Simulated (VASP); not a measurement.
Band structure of AlP (space group F-43m). These are modified Becke-Johnson potential (mBJ), VASP's PBE PAW potentials (set 64) (plane waves; VASP) values and carry that method's errors.

mBJ is a potential without an energy functional, so only the levels count.

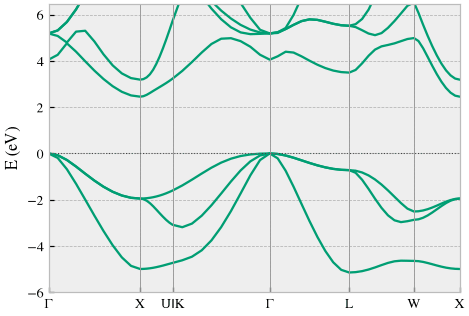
Figure: Bands along high-symmetry lines, zero at the valence-band maximum or, without a gap, the Fermi level

Read the plot: is there a gap, and where are the band edges?

The gap is indirect, 2.45 eV, from the valence maximum at Γ to the conduction minimum at X.

The structure comes from a computed database's AlP entry (F-43m); how it stands against other phases isn't given here. It was relaxed first. The cell's shape comes from a PBE relaxation.
